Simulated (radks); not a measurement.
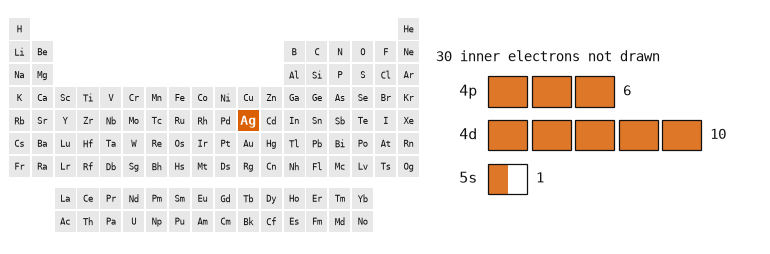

**Figure 1.** Left, the place of silver in the periodic table; right, the outer shells as the input fills them: a box for each of the 2l + 1 orbitals, shaded by the share of the shell that is filled, with the electron count at the right.

# Atomic calculation for Ag

- system: a free Ag atom in the configuration [Kr] 4d10 5s1 (high spin).
- method: scalar-relativistic Kohn-Sham, LDA (Slater exchange, Perdew-Wang correlation), spin-polarised, spherical densities, point nucleus (the in-house radial solver radks)

## Input file
```
Z 47
configuration [Kr] 4d10 5s1
relativity scalar-relativistic
functional lda,pw
spin polarised
nucleus point
c 137.035999084
history 2
max_iterations 73
```

Energies in input and log are in hartree, lengths in bohr.

Hardware: 1 thread of Arm Neoverse V2, 23 GiB of memory available, shared host.

Launched within a batch (the task file carries these settings):
```bash
python <driver script> task.json out
```

## Output
```
1s      1   1.0000        -929.71914853
2s      1   1.0000        -136.92003470
2p      1   3.0000        -122.89451212
3s      1   1.0000         -25.08234417
3p      1   3.0000         -20.47552058
3d      1   5.0000         -13.18738086
4s      1   1.0000          -3.49256584
4p      1   3.0000          -2.15486275
4d      1   5.0000          -0.28339126
5s      1   1.0000          -0.18307066
1s      2   1.0000        -929.71835908
2s      2   1.0000        -136.92002771
2p      2   3.0000        -122.89440661
3s      2   1.0000         -25.08191950
3p      2   3.0000         -20.47510755
3d      2   5.0000         -13.18711825
4s      2   1.0000          -3.49230192
4p      2   3.0000          -2.15398315
4d      2   5.0000          -0.27661407
5s      2   0.0000          -0.15911353
Etot -5311.140367325854
Ekin 5516.247638079556
Encl -12842.942258054569
Eh 2159.689348189097
Exc -144.13509553993714
err 7.006895577387282e-09
it 26
```

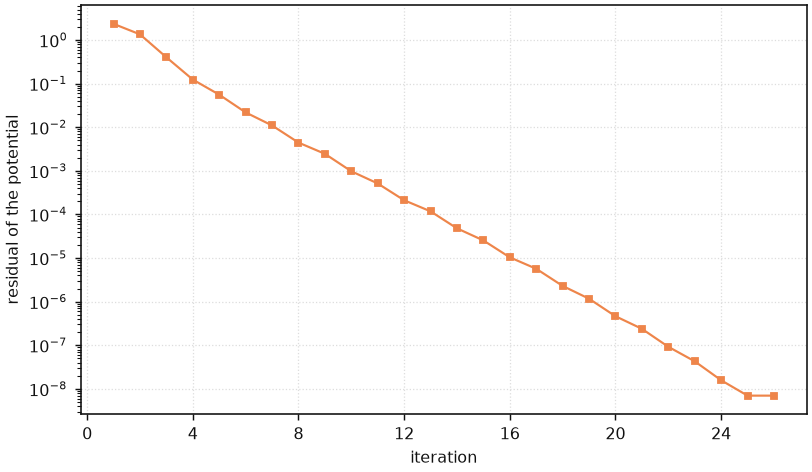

**Figure 2.** Convergence: residual of the potential against the iteration. The residual falls almost steadily, with no more than small rises or pauses. It goes from 2.4 to 7.0×10⁻⁹ in 26 steps.

## Outcome

- outcome: converged
- total energy: −5311.1404 hartree
- kinetic energy: 5516.2476 hartree
- electron–nucleus energy: −12842.9423 hartree
- Hartree energy: 2159.6893 hartree
- exchange–correlation energy: −144.135096 hartree
- radius at density 0.001 e/bohr³: 4.25 bohr
- SCF iterations: 26

## What is odd here

A numerical setting was moved from its usual value: mixing history nhist = 2. The program ran to the end, and its total energy equals that of the same run with the usual input (−5311.14037 hartree) within 10⁻⁵ hartree, so the oddity leaves no trace in it.
